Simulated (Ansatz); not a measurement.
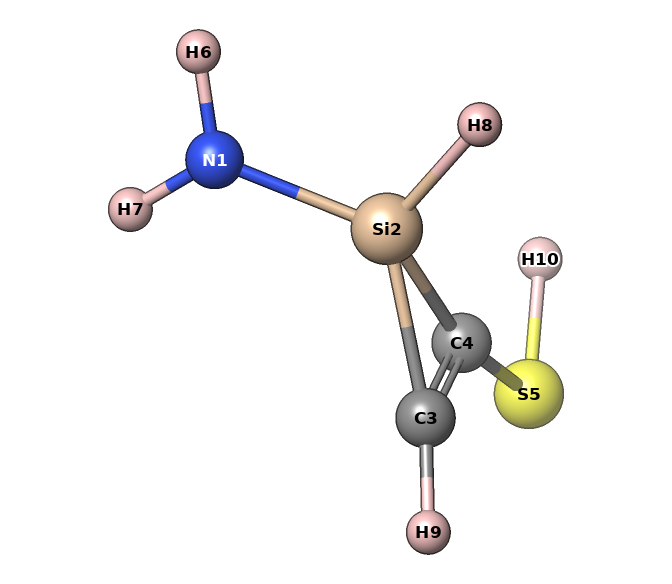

Depth is shown by fading: the farther an atom, the more it takes the colour of the background. Computed geometry: PBE-D4/def2-SVP optimisation. No frequency run is at hand to confirm it as a minimum.

Question: Which atoms or bonds are stereogenic?

Answer: Centres: Si2.

Question: Give the R/S and E/Z labels.

Answer: Si2: S (priorities N1 > C4 > C3 > H8).

Question: Give a SMILES with the stereochemistry.

Answer: N[Si@H]1C=C1S
